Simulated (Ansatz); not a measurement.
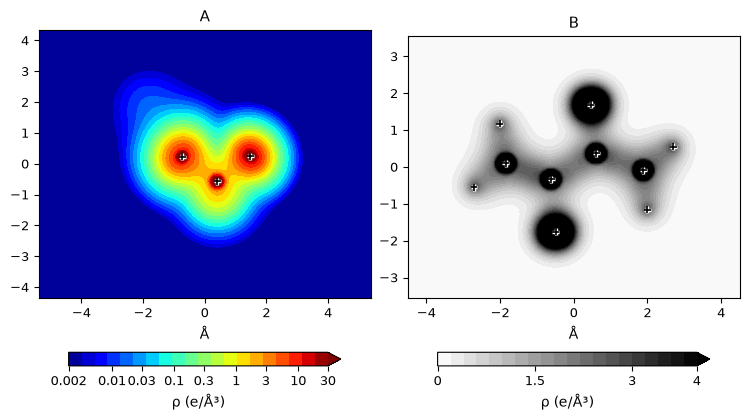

The electron density of 2 systems, each on a plane through atoms (crosses mark nuclei in the plane).

All numbers below come from SCF r2SCAN0, Gaussian basis (Ansatz).

System 1: CH₅FOSeSi (SMILES FCO[SiH2][SeH]), the plane of atoms F1, C2 and O3. Not at a stationary point (largest force 1.7 eV/Å).

```json
{"atom": "F", "x (Å)": "-1.9584", "y (Å)": "0.2619", "z (Å)": "1.1317"}
{"atom": "C", "x (Å)": "-0.6884", "y (Å)": "0.7177", "z (Å)": "1.1423"}
{"atom": "O", "x (Å)": "0.1481", "y (Å)": "-0.3726", "z (Å)": "0.9464"}
{"atom": "Si", "x (Å)": "0.1789", "y (Å)": "-0.8874", "z (Å)": "-0.6937"}
{"atom": "Se", "x (Å)": "1.3638", "y (Å)": "0.4794", "z (Å)": "-2.0149"}
{"atom": "H", "x (Å)": "-0.4829", "y (Å)": "1.1749", "z (Å)": "2.1405"}
{"atom": "H", "x (Å)": "-0.4880", "y (Å)": "1.5318", "z (Å)": "0.4002"}
{"atom": "H", "x (Å)": "0.6837", "y (Å)": "-2.2450", "z (Å)": "-0.7924"}
{"atom": "H", "x (Å)": "-1.2814", "y (Å)": "-0.8909", "z (Å)": "-1.1307"}
{"atom": "H", "x (Å)": "2.6077", "y (Å)": "0.1792", "z (Å)": "-1.1264"}
```

System 2: C₄H₄F₂ (SMILES C=C(F)C(=C)F), the molecular plane. 

```yaml
atoms:
  - { symbol: C, position_ang: [-0.0347, -1.8180, 0.5272] }
  - { symbol: C, position_ang: [0.3875, -0.5561, 0.2444] }
  - { symbol: F, position_ang: [1.6753, -0.3215, 0.4364] }
  - { symbol: C, position_ang: [-0.3324, 0.5515, -0.2557] }
  - { symbol: C, position_ang: [0.0699, 1.7535, -0.5399] }
  - { symbol: F, position_ang: [-1.7235, 0.3265, -0.4584] }
  - { symbol: H, position_ang: [0.6083, -2.5422, 0.8913] }
  - { symbol: H, position_ang: [-1.0901, -2.0065, 0.3665] }
  - { symbol: H, position_ang: [-0.5928, 2.5490, -0.8521] }
  - { symbol: H, position_ang: [1.1156, 2.0125, -0.3565] }
```

Q: Which map belongs to which system?

A: Panel A is system 1, CH₅FOSeSi: the plane holds F, C and O. C–F (1.35 Å): ρ is about 2.3 e/Å³ halfway, with its minimum of 1.7 e/Å³ about 0.5 Å from C. Panel B is system 2, C₄H₄F₂: the plane holds C, F and H. C–C (1.30 Å): ρ at the midpoint is about 2.5 e/Å³.
